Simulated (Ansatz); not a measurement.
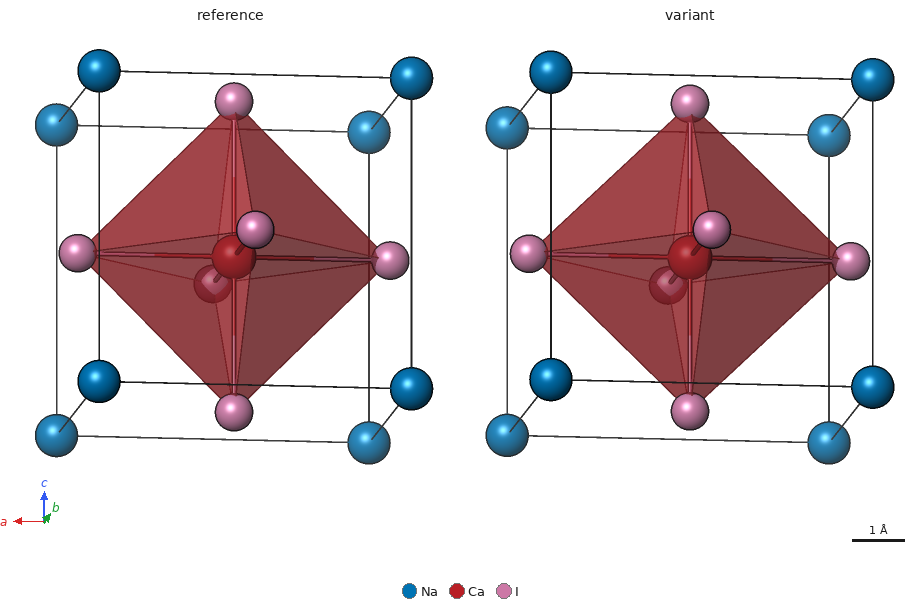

Left: a crystal of NaCaI3 (built on the cubic perovskite type) at its r2SCAN-relaxed geometry. Right: the same structure after one change, at the same scale. A polyhedral model of the cell of the calculation, seen from a free direction.

Method: DFT, PBE, plane waves, PAW in Ansatz. Settings: plane-wave cutoff 420 eV; k-point mesh 4 × 4 × 4; occupations fermi dirac; smearing width 0.02 eV; no spin polarisation.

Q: Which change leads from the left to the right?

A: The cell is strained by −1.0 % along c and +3.0 % across it (volume +5.0 %). The atoms and the free axis were relaxed with r2SCAN under that strain, and this is a single point on that geometry.

Q: What does the change do?

A: Among the bonded contacts that change: Ca–I 3.063 → 3.032 to 3.155 Å. The space group (tolerance 0.01 Å) goes from Pm-3m (No. 221) to P4/mmm (No. 123). Energy change: +6.5 meV per atom. Pressure: 0.2 GPa before, −0.5 GPa after. The principal stresses (compression positive) are 0.2 GPa along c and −0.8 GPa across it. All forces vanish by symmetry.
